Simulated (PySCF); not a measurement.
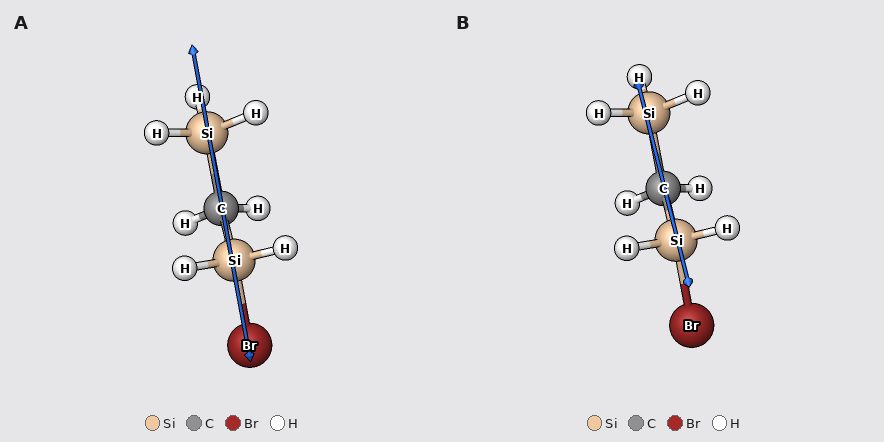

The double arrows show the directions of two transition dipoles from the ground state (lengths mean nothing). The geometry was computed by an optimisation with GFN2-xTB. No frequency run is at hand to confirm it as a minimum. Level of theory: TDDFT B3LYP/def2-SVPD, vertical, gas phase, core orbitals frozen in the response (PySCF 2.14.0).

One belongs to singlet state 1 and one to singlet state 7. Which is which?

A: state 7, 7.76 eV (160 nm), oscillator strength 0.075, of mixed character, with the largest part HOMO−2 → LUMO (weight 0.45).
B: state 1, 6.33 eV (196 nm), oscillator strength 0.025, mainly HOMO → LUMO (weight 0.98).

The geometry is semi-empirical. Around Br, Si such bond lengths and angles can be off by a tenth of an ångström or more and by several degrees, and values that hang on the shape move with them.
